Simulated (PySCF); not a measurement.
```
atom    x (Å)    y (Å)    z (Å)
   N  -1.0416   1.8589  -0.0086
  Si  -0.3936   0.2660   0.0244
   C  -1.8893  -0.8513   0.4395
   F  -2.9734  -0.5232  -0.3546
   C   0.8627  -0.3832  -1.2672
  Si   2.1881  -0.4617   0.1088
   N   0.9258   0.1129   1.1546
   H  -0.4423   2.6362  -0.2318
   H  -1.9648   1.9969  -0.3861
   H  -2.2193  -0.7238   1.4714
   H  -1.6899  -1.9092   0.2653
   H   0.6271  -1.3348  -1.7326
   H   1.0836   0.3138  -2.0695
   H   3.2943   0.4885  -0.0215
   H   2.6702  -1.7983   0.4587
   H   0.9548   0.3212   2.1377
```

Geometry: GFN2-xTB.

All numbers below come from PBE0/pcSseg-1, SCF density, gas phase, non-relativistic in PySCF.

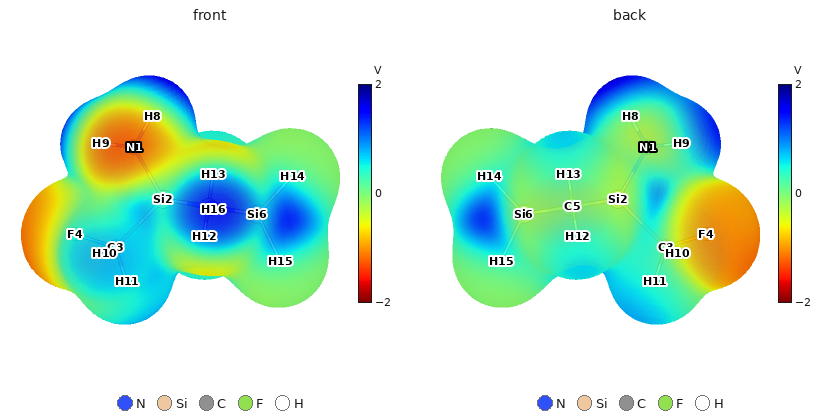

C2H9FN2Si2. The molecular electrostatic potential painted on the density surface at 0.002 e/bohr³, seen from the front and from behind; red is negative and blue positive.

Question: Where is the surface potential most negative and most positive?

Answer: The most negative region (about −1.2 V) lies over N1, the most positive (about +1.6 V) over H8. N1 is the likeliest acceptor of a hydrogen bond.

Question: What dipole moment does the calculation give?

Answer: Its dipole moment is 1.21 D.
